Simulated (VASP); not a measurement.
Band structure of InAs (zinc blende). Computed with r2SCAN meta-GGA, VASP's PBE PAW potentials (set 64) (plane waves; VASP 6.6.1).

Unless said otherwise, spin-orbit coupling is left out, though it shifts the bands of the heavy elements here.

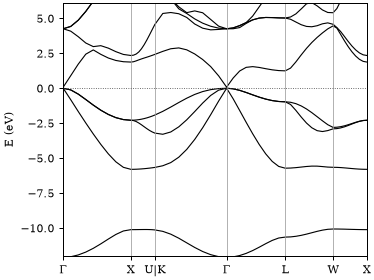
Fig. 1. Bands along high-symmetry lines, zero at the valence-band maximum or, without a gap, the Fermi level

Read the plot: is there a gap, and where are the band edges?

The gap is direct, 0.08 eV, from the valence maximum at Γ to the conduction minimum at Γ.

The compound is InAs in the zinc blende structure. It was relaxed first.
